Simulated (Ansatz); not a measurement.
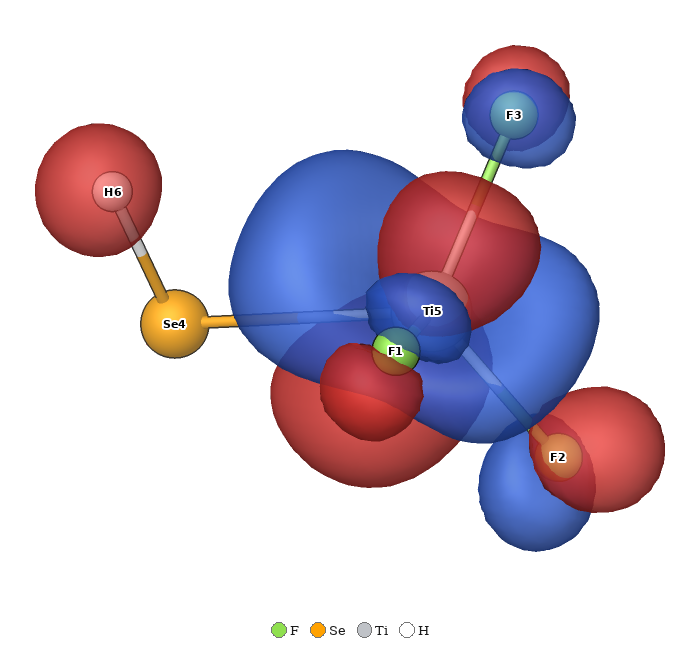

Figure. F$_{3}$HSeTi. The LUMO at ±0.1 Å⁻³ᐟ² (blue and red are the two phases), seen at an oblique angle.

Geometry: PBE0-D4/def2-SVP.

Method: isolated molecule in a Gaussian basis; Kohn-Sham density functional theory, functional PBE0 in Ansatz.

```csv
atom,x (Å),y (Å),z (Å)
F,-0.6051,-0.4029,1.7180
F,1.8769,-0.9767,0.4230
F,0.7587,1.6527,0.4160
Se,-0.6732,-0.6182,-1.6802
Ti,0.4310,-0.0434,0.3829
H,-1.7461,0.3245,-1.3059
```

### What is the character of this orbital?

By Hirshfeld shares it lies mainly on Ti5 (about 75 %) and F2 (about 10 %). Its energy is −3.07 eV.
